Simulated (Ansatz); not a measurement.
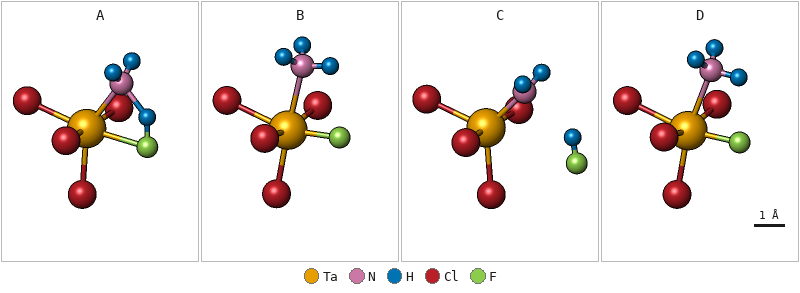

4 geometries from a converged minimum-energy path of TaNH$_{3}$Cl$_{4}$F, shuffled. Style: ball-and-stick. Shown at a tilt.

These are results of RHF/def2-SVP in Ansatz, not measurements. Settings: 7 movable images; climbing image; force threshold 0.05 eV/Å; iteration limit 60; starting path through a guess of the saddle point.

### Which of them lies highest in energy?

A. In order along the path, whose images run from 0 to 8: C (image 1, +0.7 kcal/mol), A (image 4, +5.1 kcal/mol), D (image 7, −41.5 kcal/mol), B (image 8, −42.7 kcal/mol). Breaking: F–H (0.91 → 2.48 Å). Forming: H–N (2.12 → 1.01 Å), F–Ta (3.88 → 1.88 Å).

Limits of the set-up: Hartree-Fock leaves out electron correlation.
